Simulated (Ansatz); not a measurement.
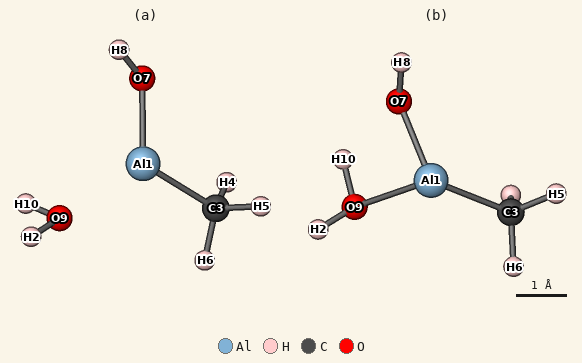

The structure of CH$_{6}$AlO$_{2}$ (multiplicity 2) before (left) and after (right) a relaxation, at one scale.

A ball-and-stick model, seen at a tilt.

The run prepares an end point of a later path (reaction) calculation, from a guessed geometry.

All numbers below come from UKS PBE0-D4/def2-SVP in Ansatz.

The input:
```yaml
crystal:
  periodic: [false, false, false]
  atoms:
    - { symbol: Al, position_ang: [-0.239186, 0.328317, -0.146851] }
    - { symbol: H, position_ang: [-0.141778, 0.589348, 2.599991] }
    - { symbol: C, position_ang: [1.617139, 0.037376, -0.718362] }
    - { symbol: H, position_ang: [1.792272, -1.039232, -0.888253] }
    - { symbol: H, position_ang: [1.791404, 0.560413, -1.673772] }
    - { symbol: H, position_ang: [2.346875, 0.403038, 0.018724] }
    - { symbol: O, position_ang: [-1.371006, -0.777537, -0.867777] }
    - { symbol: H, position_ang: [-2.313135, -0.576945, -0.906255] }
    - { symbol: O, position_ang: [0.24045, -0.23145, 2.144387] }
    - { symbol: H, position_ang: [-0.043436, -0.941228, 2.757968] }
magnetization:
  spin_polarized: true
  initial_magnetization: 1
basis:
  gaussian: { orbitals: def2-SVP }
hamiltonian:
  xc: pbe0
  dispersion: d4
relax:
  f_tol: 0.03
  max_steps: 50
output:
  orbitals: {}
```

Command:
```bash
ansatz run input.yaml --threads 4 --pin off --max-ram 5120MiB --backend cpu --events-out ev --progress --plain --runs-dir out
```

Describe what moved and what it gained.

After 15 geometry steps the energy has fallen by 9.88 kcal/mol. The largest force component goes from 1.5 to 0.023 eV/Å. The atom that moves furthest after the best rigid fit is H10 (1.24 Å). Largest moves by element: H 1.24 Å, O 0.86 Å, Al 0.34 Å, C 0.11 Å. Among the contacts that change: Al1–H10 3.176 → 2.224 Å, Al1–O9 2.407 → 2.050 Å, H2–O9 1.014 → 0.966 Å, Al1–O7 1.739 → 1.773 Å. Among the angles between lasting bonds that change: H2–O9–H10 101.3° → 106.8°, C3–Al1–O7 113.6° → 118.7°, Al1–O7–H8 121.4° → 126.0°. Groups turn about Al1–O7 by about 55°. Cost: 25 s on 4 threads of Arm Neoverse V1, with other jobs on the host, peak memory 0.23 GiB.
